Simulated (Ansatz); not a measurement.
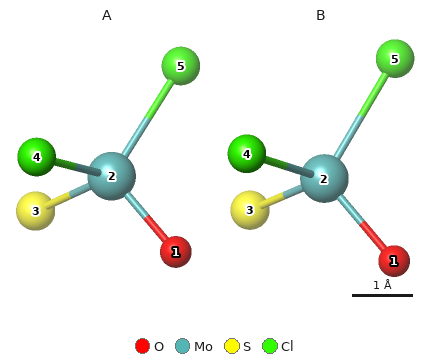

Two geometries of MoSOCl2 (coarse preliminary run), drawn at one scale. One is the start of a relaxation, the other its converged end. The picture is a ball-and-stick view, seen from a free direction.

These are results of RKS PBE-D4/def2-SVP (Ansatz 0.2.0), not measurements. Set-up: force threshold 0.03 eV/Å; at most 200 steps.

Which one is relaxed?

Answer. Structure A is the relaxed one. The start comes from a force field. The energy falls by 69.5 kJ/mol in 5 geometry steps. The largest force component goes from 5.1 to 0.0026 eV/Å. O1 moves most after the best rigid fit: 0.17 Å. Largest moves by element: O 0.17 Å, Cl 0.12 Å, S 0.05 Å, Mo 0.05 Å. Near-neighbour distances that change, for instance: O1–Mo2 1.830 → 1.682 Å, Mo2–Cl5 2.406 → 2.264 Å, Mo2–S3 2.035 → 2.125 Å, Mo2–Cl4 2.332 → 2.264 Å. Among the angles between lasting bonds that change: Cl4–Mo2–Cl5 109.3° → 113.1°, O1–Mo2–Cl4 111.4° → 109.3°.
